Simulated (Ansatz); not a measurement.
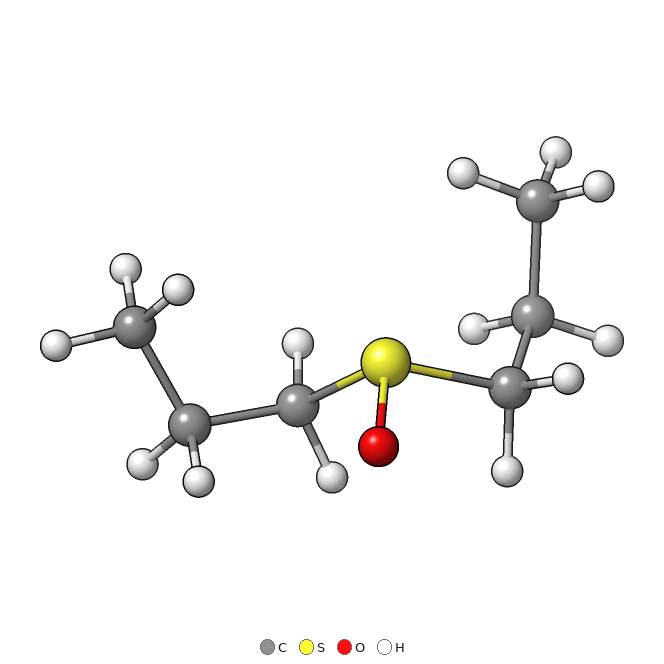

The geometry was computed by an optimisation with PBE-D4/def2-SVP. No frequency run is at hand to confirm it as a minimum.

Draw it as a skeletal formula.

SMILES: CCCS(=O)CCC

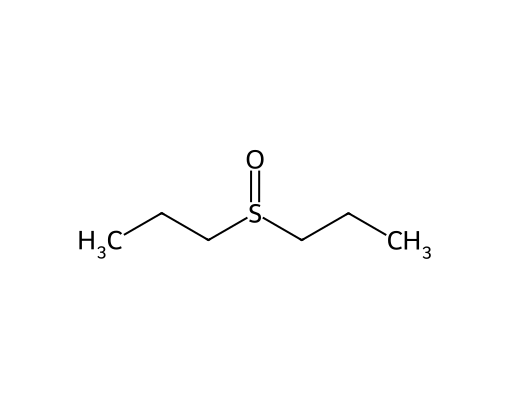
